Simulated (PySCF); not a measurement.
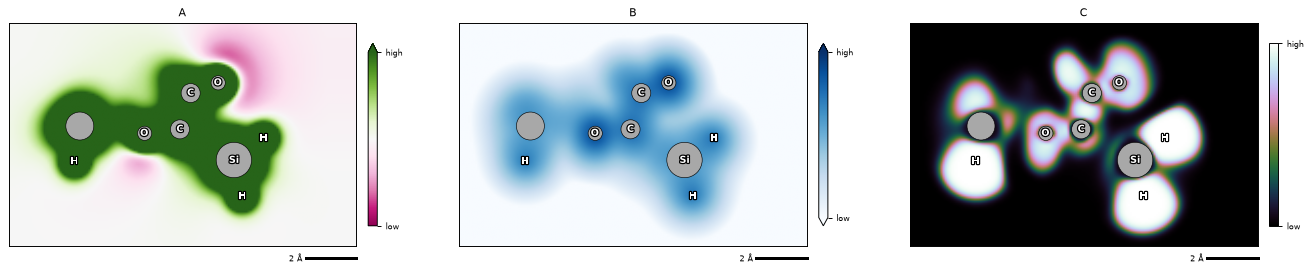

C₅H₁₂O₂Si₂: 3 fields on the plane of atoms H18, Si8 and H19, with unlabelled colour scales. Grey discs cover the atomic cores.

Geometry: GFN2-xTB.

All numbers below come from PySCF 2.14.0, PBE0/pcSseg-1, SCF density, gas phase, non-relativistic.

```xyz
21

O    -2.1366   -1.8281    0.0696
C    -1.0554   -1.4370    0.4195
C    -0.5643   -0.0348    0.2166
O     0.8256    0.0809    0.4075
C     1.6195   -0.5513   -0.5832
Si    3.4072   -0.3488    0.0401
C    -1.1506    0.5688   -1.0808
Si   -2.6363    1.2440   -0.0929
C    -1.3502    0.8072    1.2547
H    -0.3614   -2.0825    0.9928
H     1.3327   -1.6051   -0.6927
H     1.4597   -0.0777   -1.5598
H     3.5389   -1.0643    1.3079
H     3.6666    1.0769    0.2235
H     4.3088   -0.9152   -0.9674
H    -1.3099   -0.1619   -1.8697
H    -0.4927    1.3506   -1.4563
H    -2.9041    2.6752   -0.2383
H    -3.8401    0.4275   -0.1032
H    -0.7242    1.6396    1.5681
H    -1.6420    0.2529    2.1435
```

Question: The panels show electron density, electron localisation function and electrostatic potential in some order. Assign them.

Answer: Panel A: electrostatic potential (strongly positive close to the atoms, with negative regions outside electron-rich atoms). Panel B: electron density. Panel C: electron localisation function. From the grid: C–O (1.20 Å): ρ is about 3.3 e/Å³ halfway; the ELF peaks at about 0.85 between the atoms: a short, multiple covalent bond. C–C (1.50 Å): ρ at the midpoint is about 1.8 e/Å³; the ELF peaks at about 0.95 between the atoms; localised, covalent bonding.
